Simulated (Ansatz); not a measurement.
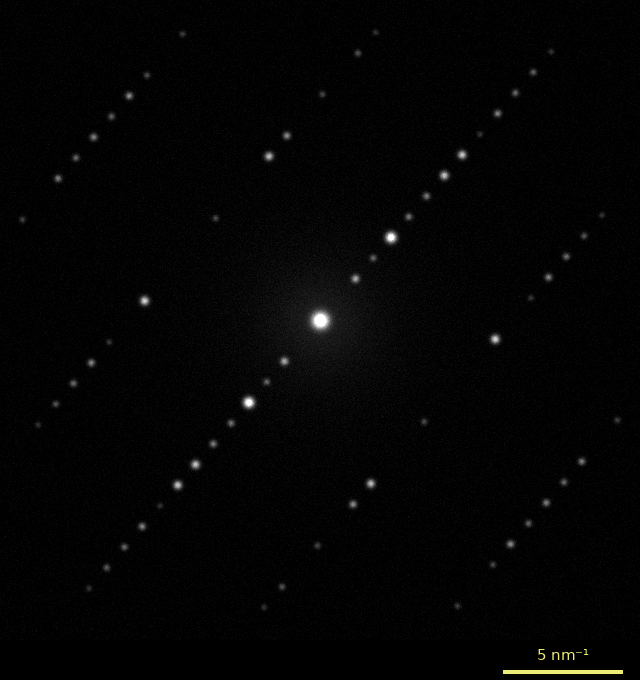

The pattern is a kinematic simulation for 80 kV electrons (no multiple scattering; isotropic B = 0.5 Å²).

Phase: Mo6Rh7, space group R-3m (No. 166), a = 4.981 Å, c = 26.105 Å (hexagonal axes). Structure: the end point of a relaxation (final pressure about 5 GPa) with DFT, PAW plane waves, pbesol (Ansatz 0.2.0); the starting structure was generated, so it need not be a known form of this composition.

```json
{"atom": "Rh", "site": "18h", "symmetry": ".m", "x": "0.8345", "y": "0.6690", "z": "0.2535"}
{"atom": "Mo", "site": "6c", "symmetry": "3m", "x": "0.0000", "y": "0.0000", "z": "0.1646"}
{"atom": "Rh", "site": "3a", "symmetry": "-3m", "x": "0.0000", "y": "0.0000", "z": "0.0000"}
{"atom": "Mo", "site": "6c", "symmetry": "3m", "x": "0.3333", "y": "0.6667", "z": "0.1200"}
{"atom": "Mo", "site": "6c", "symmetry": "3m", "x": "0.3333", "y": "0.6667", "z": "0.0168"}
```

Question: Measure the pattern against the scale bar and name the zone.

Answer: The spots form an oblique net whose two shortest vectors correspond to d = 8.70 Å and 1.63 Å, 86.4° apart. They index as 0 0 3 (itself too weak to see) and 1 -3 1 (weak), so the zone axis is [310] (or an equivalent direction of <310>).

Question: Which reflections of this zone are missing, and why?

Answer: The lattice centring (R) removes all reflections that break −h + k + l = 3n; reflections such as 0 0 3, 1 -3 -2, 1 -3 4 are allowed but too weak to see at this display level.

Question: List the strongest reflections.

Answer: Strongest reflections with d > 0.80 Å, one of each family (|F|² from tabulated Gaussian fits of the electron scattering factors, times a small damping for the curvature of the Ewald sphere):

```
     hkl  d (Å)  I (strongest = 100)
  0 0 12  2.175                  100
1 -3 -11  1.344                   28
  0 0 24  1.088                   21
  0 0 21  1.243                   21
 1 -3 10  1.383                   18
   0 0 6  4.351                   10
```
